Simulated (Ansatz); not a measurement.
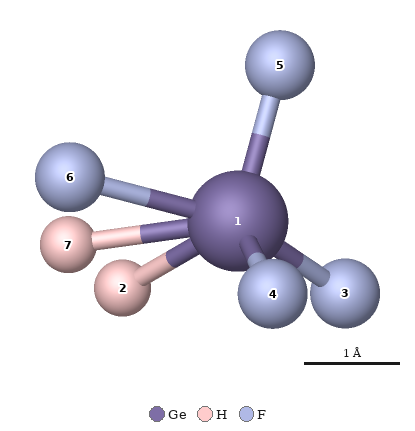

Fig. 1: The input geometry (ball-and-stick view, seen at a tilt; atoms are numbered from 1 in the order of the input). Sticks mark near contacts. Bond lengths as drawn: F–Ge 1.71 to 1.92 Å and Ge–H 1.77 to 1.85 Å.

# Run report: GeH2F4, molecular dynamics (part 1 of 3)

GeH2F4, computed with RKS r2SCAN-D4/def2-SVP (Ansatz 0.2.0).

It belongs to a series of runs on one base structure; here: dynamics from the highest image of the converged band. Figures and captions count atoms from 1; the log counts them from 0 in places.

## What the program printed
```
Engine: ansatz 0.2.0, x86_64-unknown-linux-gnu
Functional definition: r2SCAN
  parameter k0 = 0.174
  parameter k1 = 0.065
  parameter a1 = 4.9479
  exchange = r2scan_x(k0 = k0, k1 = k1, a1 = a1)
  correlation = r2scan_c
1059 factors; their error is unknown
mean field evaluation 1: about -67393.8776 eV, gradient 6.0e1 eV
mean field evaluation 2: about -67378.3501 eV, gradient 1.2e2 eV
mean field evaluation 4: about -67399.2413 eV, gradient 4.3e0 eV
mean field evaluation 8: about -67399.2811 eV, gradient 5.0e-2 eV
mean field evaluation 16: about -67399.2081 eV, gradient 5.3e-5 eV
mean field -67399.20808169 eV, -2476.8752121781 hartree, gradient 4.7e-6 eV, S^2 0.000000; 0 other end points of the search recorded, 0 dependent functions left out
the calculation of the forces begins
reference -67399.20808953 eV, -2476.8752124662 hartree; 35, 35 occupied and 63, 63 virtual orbitals, 1059 factors
md step     0: t =     0.00 fs  T =   300.0 K  F+E_penalty+E_count = -67399.23410348 eV  E_kin = 0.193890 eV  conserved = -67399.04021348 eV  (28 SCF iters)
these checks for a lower state are left out or cut short: starts, cluster_reference, orbital_swaps, neighbouring_geometries, increment
1059 factors; their error is unknown
mean field -67399.20644001 eV, -2476.8751518474 hartree, gradient 2.1e-5 eV, S^2 0.000000; 0 other end points of the search recorded, 0 dependent functions left out
the calculation of the forces begins
reference -67399.20644785 eV, -2476.8751521355 hartree; 35, 35 occupied and 63, 63 virtual orbitals, 1059 factors
md step     1: t =     0.50 fs  T =   297.6 K  F+E_penalty+E_count = -67399.23247713 eV  E_kin = 0.192322 eV  conserved = -67399.04015547 eV  (31 SCF iters)
[... from here on the SCF iterations and repeated set-up lines of each step are left out, up to the last step ...]
md step     2: t =     1.00 fs  T =   293.3 K  F+E_penalty+E_count = -67399.22968133 eV  E_kin = 0.189583 eV  conserved = -67399.04009839 eV  (31 SCF iters)
md step     3: t =     1.50 fs  T =   288.5 K  F+E_penalty+E_count = -67399.22648821 eV  E_kin = 0.186440 eV  conserved = -67399.04004849 eV  (31 SCF iters)
md step     4: t =     2.00 fs  T =   284.1 K  F+E_penalty+E_count = -67399.22360730 eV  E_kin = 0.183598 eV  conserved = -67399.04000914 eV  (32 SCF iters)
md step     5: t =     2.50 fs  T =   281.1 K  F+E_penalty+E_count = -67399.22162616 eV  E_kin = 0.181644 eV  conserved = -67399.03998185 eV  (32 SCF iters)
md step     6: t =     3.00 fs  T =   280.1 K  F+E_penalty+E_count = -67399.22097958 eV  E_kin = 0.181013 eV  conserved = -67399.03996697 eV  (32 SCF iters)
md step     7: t =     3.50 fs  T =   281.6 K  F+E_penalty+E_count = -67399.22193352 eV  E_kin = 0.181967 eV  conserved = -67399.03996638 eV  (32 SCF iters)
md step     8: t =     4.00 fs  T =   285.6 K  F+E_penalty+E_count = -67399.22456383 eV  E_kin = 0.184582 eV  conserved = -67399.03998196 eV  (32 SCF iters)
md step     9: t =     4.50 fs  T =   292.0 K  F+E_penalty+E_count = -67399.22873094 eV  E_kin = 0.188715 eV  conserved = -67399.04001554 eV  (31 SCF iters)
md step    10: t =     5.00 fs  T =   300.1 K  F+E_penalty+E_count = -67399.23405585 eV  E_kin = 0.193987 eV  conserved = -67399.04006891 eV  (32 SCF iters)
md step    11: t =     5.50 fs  T =   309.1 K  F+E_penalty+E_count = -67399.23990887 eV  E_kin = 0.199769 eV  conserved = -67399.04014017 eV  (31 SCF iters)
md step    12: t =     6.00 fs  T =   317.5 K  F+E_penalty+E_count = -67399.24544446 eV  E_kin = 0.205222 eV  conserved = -67399.04022256 eV  (32 SCF iters)
md step    13: t =     6.50 fs  T =   324.0 K  F+E_penalty+E_count = -67399.24971611 eV  E_kin = 0.209416 eV  conserved = -67399.04030038 eV  (31 SCF iters)
md step    14: t =     7.00 fs  T =   327.4 K  F+E_penalty+E_count = -67399.25191956 eV  E_kin = 0.211572 eV  conserved = -67399.04034735 eV  (31 SCF iters)
md step    15: t =     7.50 fs  T =   327.2 K  F+E_penalty+E_count = -67399.25177435 eV  E_kin = 0.211442 eV  conserved = -67399.04033247 eV  (31 SCF iters)
md step    16: t =     8.00 fs  T =   324.5 K  F+E_penalty+E_count = -67399.24994854 eV  E_kin = 0.209712 eV  conserved = -67399.04023700 eV  (31 SCF iters)
md step    17: t =     8.50 fs  T =   322.1 K  F+E_penalty+E_count = -67399.24827052 eV  E_kin = 0.208192 eV  conserved = -67399.04007847 eV  (29 SCF iters)
md step    18: t =     9.00 fs  T =   324.1 K  F+E_penalty+E_count = -67399.24938788 eV  E_kin = 0.209463 eV  conserved = -67399.03992479 eV  (30 SCF iters)
md step    19: t =     9.50 fs  T =   334.0 K  F+E_penalty+E_count = -67399.25572982 eV  E_kin = 0.215866 eV  conserved = -67399.03986427 eV  (30 SCF iters)
md step    20: t =    10.00 fs  T =   353.2 K  F+E_penalty+E_count = -67399.26820529 eV  E_kin = 0.228254 eV  conserved = -67399.03995125 eV  (30 SCF iters)
md step    21: t =    10.50 fs  T =   379.6 K  F+E_penalty+E_count = -67399.28549134 eV  E_kin = 0.245342 eV  conserved = -67399.04014977 eV  (31 SCF iters)
md step    22: t =    11.00 fs  T =   408.8 K  F+E_penalty+E_count = -67399.30459492 eV  E_kin = 0.264239 eV  conserved = -67399.04035636 eV  (30 SCF iters)
md step    23: t =    11.50 fs  T =   436.2 K  F+E_penalty+E_count = -67399.32240624 eV  E_kin = 0.281939 eV  conserved = -67399.04046674 eV  (31 SCF iters)
md step    24: t =    12.00 fs  T =   459.3 K  F+E_penalty+E_count = -67399.33726328 eV  E_kin = 0.296827 eV  conserved = -67399.04043671 eV  (31 SCF iters)
md step    25: t =    12.50 fs  T =   478.7 K  F+E_penalty+E_count = -67399.34965011 eV  E_kin = 0.309360 eV  conserved = -67399.04029003 eV  (31 SCF iters)
md step    26: t =    13.00 fs  T =   497.9 K  F+E_penalty+E_count = -67399.36186283 eV  E_kin = 0.321771 eV  conserved = -67399.04009175 eV  (30 SCF iters)
md step    27: t =    13.50 fs  T =   521.6 K  F+E_penalty+E_count = -67399.37702887 eV  E_kin = 0.337117 eV  conserved = -67399.03991227 eV  (30 SCF iters)
md step    28: t =    14.00 fs  T =   554.2 K  F+E_penalty+E_count = -67399.39799726 eV  E_kin = 0.358189 eV  conserved = -67399.03980779 eV  (30 SCF iters)
md step    29: t =    14.50 fs  T =   598.2 K  F+E_penalty+E_count = -67399.42643340 eV  E_kin = 0.386620 eV  conserved = -67399.03981292 eV  (31 SCF iters)
md step    30: t =    15.00 fs  T =   653.4 K  F+E_penalty+E_count = -67399.46225209 eV  E_kin = 0.422311 eV  conserved = -67399.03994094 eV  (31 SCF iters)
md step    31: t =    15.50 fs  T =   716.7 K  F+E_penalty+E_count = -67399.50340980 eV  E_kin = 0.463227 eV  conserved = -67399.04018277 eV  (30 SCF iters)
md step    32: t =    16.00 fs  T =   782.3 K  F+E_penalty+E_count = -67399.54609914 eV  E_kin = 0.505604 eV  conserved = -67399.04049480 eV  (31 SCF iters)
md step    33: t =    16.50 fs  T =   842.8 K  F+E_penalty+E_count = -67399.58549900 eV  E_kin = 0.544711 eV  conserved = -67399.04078818 eV  (31 SCF iters)
md step    34: t =    17.00 fs  T =   891.7 K  F+E_penalty+E_count = -67399.61722754 eV  E_kin = 0.576297 eV  conserved = -67399.04093024 eV  (31 SCF iters)
md step    35: t =    17.50 fs  T =   926.2 K  F+E_penalty+E_count = -67399.63938641 eV  E_kin = 0.598590 eV  conserved = -67399.04079636 eV  (31 SCF iters)
md step    36: t =    18.00 fs  T =   949.9 K  F+E_penalty+E_count = -67399.65432895 eV  E_kin = 0.613944 eV  conserved = -67399.04038540 eV  (28 SCF iters)
md step    37: t =    18.50 fs  T =   972.6 K  F+E_penalty+E_count = -67399.66849510 eV  E_kin = 0.628595 eV  conserved = -67399.03990038 eV  (31 SCF iters)
md step    38: t =    19.00 fs  T =  1005.1 K  F+E_penalty+E_count = -67399.68924248 eV  E_kin = 0.649578 eV  conserved = -67399.03966482 eV  (31 SCF iters)
md step    39: t =    19.50 fs  T =  1052.6 K  F+E_penalty+E_count = -67399.72011269 eV  E_kin = 0.680267 eV  conserved = -67399.03984617 eV  (30 SCF iters, 3 dispersion substeps)
md step    40: t =    20.00 fs  T =  1111.1 K  F+E_penalty+E_count = -67399.75840188 eV  E_kin = 0.718107 eV  conserved = -67399.04029495 eV  (30 SCF iters, 3 dispersion substeps)
md step    41: t =    20.50 fs  T =  1170.8 K  F+E_penalty+E_count = -67399.79734731 eV  E_kin = 0.756661 eV  conserved = -67399.04068657 eV  (28 SCF iters, 3 dispersion substeps)
md step    42: t =    21.00 fs  T =  1222.5 K  F+E_penalty+E_count = -67399.83090653 eV  E_kin = 0.790107 eV  conserved = -67399.04080002 eV  (26 SCF iters, 3 dispersion substeps)
md step    43: t =    21.50 fs  T =  1263.4 K  F+E_penalty+E_count = -67399.85716574 eV  E_kin = 0.816535 eV  conserved = -67399.04063111 eV  (27 SCF iters, 3 dispersion substeps)
md step    44: t =    22.00 fs  T =  1297.0 K  F+E_penalty+E_count = -67399.87857407 eV  E_kin = 0.838259 eV  conserved = -67399.04031487 eV  (27 SCF iters, 3 dispersion substeps)
md step    45: t =    22.50 fs  T =  1330.6 K  F+E_penalty+E_count = -67399.89995992 eV  E_kin = 0.859946 eV  conserved = -67399.04001413 eV  (27 SCF iters, 3 dispersion substeps)
md step    46: t =    23.00 fs  T =  1371.2 K  F+E_penalty+E_count = -67399.92603465 eV  E_kin = 0.886189 eV  conserved = -67399.03984575 eV  (27 SCF iters, 3 dispersion substeps)
md step    47: t =    23.50 fs  T =  1422.9 K  F+E_penalty+E_count = -67399.95947535 eV  E_kin = 0.919602 eV  conserved = -67399.03987292 eV  (26 SCF iters, 3 dispersion substeps)
md step    48: t =    24.00 fs  T =  1485.0 K  F+E_penalty+E_count = -67399.99987268 eV  E_kin = 0.959766 eV  conserved = -67399.04010654 eV  (26 SCF iters, 3 dispersion substeps)
md step    49: t =    24.50 fs  T =  1552.0 K  F+E_penalty+E_count = -67400.04357341 eV  E_kin = 1.003075 eV  conserved = -67399.04049819 eV  (26 SCF iters, 3 dispersion substeps)
md step    50: t =    25.00 fs  T =  1614.7 K  F+E_penalty+E_count = -67400.08451581 eV  E_kin = 1.043589 eV  conserved = -67399.04092717 eV  (26 SCF iters, 3 dispersion substeps)
md step    51: t =    25.50 fs  T =  1663.4 K  F+E_penalty+E_count = -67400.11622909 eV  E_kin = 1.075030 eV  conserved = -67399.04119912 eV  (25 SCF iters, 3 dispersion substeps)
md step    52: t =    26.00 fs  T =  1692.3 K  F+E_penalty+E_count = -67400.13487841 eV  E_kin = 1.093766 eV  conserved = -67399.04111290 eV  (26 SCF iters, 3 dispersion substeps)
md step    53: t =    26.50 fs  T =  1704.5 K  F+E_penalty+E_count = -67400.14221661 eV  E_kin = 1.101598 eV  conserved = -67399.04061848 eV  (26 SCF iters, 3 dispersion substeps)
md step    54: t =    27.00 fs  T =  1711.4 K  F+E_penalty+E_count = -67400.14607147 eV  E_kin = 1.106107 eV  conserved = -67399.03996439 eV  (26 SCF iters, 3 dispersion substeps)
md step    55: t =    27.50 fs  T =  1728.0 K  F+E_penalty+E_count = -67400.15643298 eV  E_kin = 1.116837 eV  conserved = -67399.03959630 eV  (26 SCF iters, 3 dispersion substeps)
md step    56: t =    28.00 fs  T =  1762.5 K  F+E_penalty+E_count = -67400.17886694 eV  E_kin = 1.139093 eV  conserved = -67399.03977372 eV  (26 SCF iters, 3 dispersion substeps)
md step    57: t =    28.50 fs  T =  1811.0 K  F+E_penalty+E_count = -67400.21077278 eV  E_kin = 1.170463 eV  conserved = -67399.04031026 eV  (27 SCF iters, 3 dispersion substeps)
md step    58: t =    29.00 fs  T =  1861.8 K  F+E_penalty+E_count = -67400.24406194 eV  E_kin = 1.203280 eV  conserved = -67399.04078187 eV  (27 SCF iters, 3 dispersion substeps)
md step    59: t =    29.50 fs  T =  1903.8 K  F+E_penalty+E_count = -67400.27137352 eV  E_kin = 1.230453 eV  conserved = -67399.04092061 eV  (27 SCF iters, 3 dispersion substeps)
md step    60: t =    30.00 fs  T =  1933.3 K  F+E_penalty+E_count = -67400.29026301 eV  E_kin = 1.249520 eV  conserved = -67399.04074260 eV  (26 SCF iters, 3 dispersion substeps)
md step    61: t =    30.50 fs  T =  1953.9 K  F+E_penalty+E_count = -67400.30320937 eV  E_kin = 1.262787 eV  conserved = -67399.04042272 eV  (27 SCF iters, 3 dispersion substeps)
md step    62: t =    31.00 fs  T =  1972.7 K  F+E_penalty+E_count = -67400.31506358 eV  E_kin = 1.274926 eV  conserved = -67399.04013783 eV  (30 SCF iters, 3 dispersion substeps)
md step    63: t =    31.50 fs  T =  1996.4 K  F+E_penalty+E_count = -67400.33025881 eV  E_kin = 1.290257 eV  conserved = -67399.04000168 eV  (30 SCF iters, 3 dispersion substeps)
md step    64: t =    32.00 fs  T =  2028.3 K  F+E_penalty+E_count = -67400.35092642 eV  E_kin = 1.310865 eV  conserved = -67399.04006108 eV  (27 SCF iters, 3 dispersion substeps)
md step    65: t =    32.50 fs  T =  2066.8 K  F+E_penalty+E_count = -67400.37608019 eV  E_kin = 1.335772 eV  conserved = -67399.04030823 eV  (26 SCF iters, 3 dispersion substeps)
md step    66: t =    33.00 fs  T =  2106.0 K  F+E_penalty+E_count = -67400.40176479 eV  E_kin = 1.361091 eV  conserved = -67399.04067429 eV  (26 SCF iters, 3 dispersion substeps)
md step    67: t =    33.50 fs  T =  2137.1 K  F+E_penalty+E_count = -67400.42224953 eV  E_kin = 1.381236 eV  conserved = -67399.04101329 eV  (27 SCF iters, 3 dispersion substeps)
md step    68: t =    34.00 fs  T =  2152.7 K  F+E_penalty+E_count = -67400.43242022 eV  E_kin = 1.391303 eV  conserved = -67399.04111744 eV  (27 SCF iters, 3 dispersion substeps)
md step    69: t =    34.50 fs  T =  2151.0 K  F+E_penalty+E_count = -67400.43098296 eV  E_kin = 1.390161 eV  conserved = -67399.04082241 eV  (26 SCF iters, 3 dispersion substeps)
md step    70: t =    35.00 fs  T =  2139.2 K  F+E_penalty+E_count = -67400.42277893 eV  E_kin = 1.382587 eV  conserved = -67399.04019169 eV  (27 SCF iters, 3 dispersion substeps)
md step    71: t =    35.50 fs  T =  2132.0 K  F+E_penalty+E_count = -67400.41753080 eV  E_kin = 1.377926 eV  conserved = -67399.03960448 eV  (27 SCF iters, 3 dispersion substeps)
md step    72: t =    36.00 fs  T =  2142.3 K  F+E_penalty+E_count = -67400.42408047 eV  E_kin = 1.384578 eV  conserved = -67399.03950275 eV  (26 SCF iters, 3 dispersion substeps)
md step    73: t =    36.50 fs  T =  2172.4 K  F+E_penalty+E_count = -67400.44395694 eV  E_kin = 1.403998 eV  conserved = -67399.03995927 eV  (26 SCF iters, 3 dispersion substeps)
md step    74: t =    37.00 fs  T =  2212.2 K  F+E_penalty+E_count = -67400.47033570 eV  E_kin = 1.429736 eV  conserved = -67399.04059937 eV  (26 SCF iters, 3 dispersion substeps)
md step    75: t =    37.50 fs  T =  2247.4 K  F+E_penalty+E_count = -67400.49345799 eV  E_kin = 1.452471 eV  conserved = -67399.04098665 eV  (26 SCF iters, 3 dispersion substeps)
md step    76: t =    38.00 fs  T =  2268.6 K  F+E_penalty+E_count = -67400.50714904 eV  E_kin = 1.466180 eV  conserved = -67399.04096929 eV  (26 SCF iters, 3 dispersion substeps)
md step    77: t =    38.50 fs  T =  2275.5 K  F+E_penalty+E_count = -67400.51135665 eV  E_kin = 1.470683 eV  conserved = -67399.04067333 eV  (26 SCF iters, 3 dispersion substeps)
md step    78: t =    39.00 fs  T =  2274.7 K  F+E_penalty+E_count = -67400.51047486 eV  E_kin = 1.470159 eV  conserved = -67399.04031567 eV  (28 SCF iters, 3 dispersion substeps)
md step    79: t =    39.50 fs  T =  2274.5 K  F+E_penalty+E_count = -67400.51005740 eV  E_kin = 1.469990 eV  conserved = -67399.04006709 eV  (27 SCF iters, 3 dispersion substeps)
md step    80: t =    40.00 fs  T =  2280.8 K  F+E_penalty+E_count = -67400.51406542 eV  E_kin = 1.474051 eV  conserved = -67399.04001473 eV  (27 SCF iters, 3 dispersion substeps)
md step    81: t =    40.50 fs  T =  2294.9 K  F+E_penalty+E_count = -67400.52337794 eV  E_kin = 1.483204 eV  conserved = -67399.04017433 eV  (27 SCF iters, 3 dispersion substeps)
md step    82: t =    41.00 fs  T =  2313.2 K  F+E_penalty+E_count = -67400.53550533 eV  E_kin = 1.495008 eV  conserved = -67399.04049716 eV  (27 SCF iters, 3 dispersion substeps)
md step    83: t =    41.50 fs  T =  2327.9 K  F+E_penalty+E_count = -67400.54541355 eV  E_kin = 1.504551 eV  conserved = -67399.04086214 eV  (27 SCF iters, 3 dispersion substeps)
md step    84: t =    42.00 fs  T =  2330.9 K  F+E_penalty+E_count = -67400.54752679 eV  E_kin = 1.506449 eV  conserved = -67399.04107790 eV  (26 SCF iters, 3 dispersion substeps)
md step    85: t =    42.50 fs  T =  2317.5 K  F+E_penalty+E_count = -67400.53876184 eV  E_kin = 1.497818 eV  conserved = -67399.04094336 eV  (25 SCF iters, 3 dispersion substeps)
md step    86: t =    43.00 fs  T =  2291.7 K  F+E_penalty+E_count = -67400.52150738 eV  E_kin = 1.481099 eV  conserved = -67399.04040844 eV  (26 SCF iters, 3 dispersion substeps)
md step    87: t =    43.50 fs  T =  2265.8 K  F+E_penalty+E_count = -67400.50410985 eV  E_kin = 1.464372 eV  conserved = -67399.03973830 eV  (25 SCF iters, 3 dispersion substeps)
md step    88: t =    44.00 fs  T =  2254.8 K  F+E_penalty+E_count = -67400.49667547 eV  E_kin = 1.457254 eV  conserved = -67399.03942190 eV  (26 SCF iters, 3 dispersion substeps)
md step    89: t =    44.50 fs  T =  2265.4 K  F+E_penalty+E_count = -67400.50387644 eV  E_kin = 1.464137 eV  conserved = -67399.03973987 eV  (26 SCF iters, 3 dispersion substeps)
md step    90: t =    45.00 fs  T =  2290.7 K  F+E_penalty+E_count = -67400.52093714 eV  E_kin = 1.480478 eV  conserved = -67399.04045887 eV  (27 SCF iters, 3 dispersion substeps)
md step    91: t =    45.50 fs  T =  2314.6 K  F+E_penalty+E_count = -67400.53700216 eV  E_kin = 1.495933 eV  conserved = -67399.04106911 eV  (26 SCF iters, 3 dispersion substeps)
md step    92: t =    46.00 fs  T =  2323.0 K  F+E_penalty+E_count = -67400.54260698 eV  E_kin = 1.501361 eV  conserved = -67399.04124583 eV  (27 SCF iters, 3 dispersion substeps)
md step    93: t =    46.50 fs  T =  2311.2 K  F+E_penalty+E_count = -67400.53471453 eV  E_kin = 1.493706 eV  conserved = -67399.04100834 eV  (27 SCF iters, 3 dispersion substeps)
md step    94: t =    47.00 fs  T =  2284.0 K  F+E_penalty+E_count = -67400.51672268 eV  E_kin = 1.476155 eV  conserved = -67399.04056805 eV  (27 SCF iters, 3 dispersion substeps)
md step    95: t =    47.50 fs  T =  2251.6 K  F+E_penalty+E_count = -67400.49536335 eV  E_kin = 1.455217 eV  conserved = -67399.04014618 eV  (27 SCF iters, 3 dispersion substeps)
```
